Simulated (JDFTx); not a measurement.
Mg(0001) slab cut from bulk Mg (space group P6_3/mmc, indices of the conventional cell, lattice of the Materials Project entry mp-153, not re-optimised): 4 atoms in 4 planes, a 1x1 cell of 8.71 Å² (|a| = 3.172, |b| = 3.172 Å), 7.8 Å between the outermost planes, cell height 23.7 Å, 8×8×1 k mesh, Fermi smearing 0.01 Ha, no spin polarisation.

Method: PBE, GBRV ultrasoft potentials, plane waves to 20/100 Ha, in a modified build of JDFTx. Liquid on both sides: CANDLE, water, 1 M NaF; nuclei fixed. SHE scale: U = −μ/e − 4.44 V, by convention.

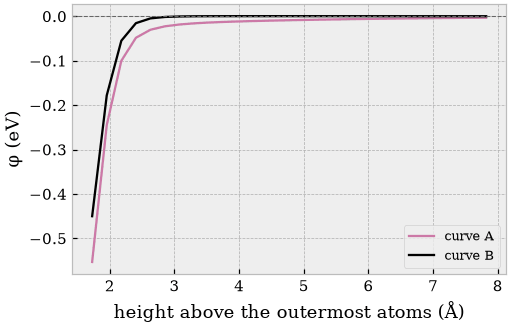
Figure. Plane-averaged electrostatic potential energy of an electron for two states of the electrode

Task: One curve is the neutral slab. Which, and what is the sign of the other's charge?

Result: Curve B is neutral (potential of zero charge, -1.07 V). Curve A is positively charged, 3.6 μC/cm² at -0.90 V.
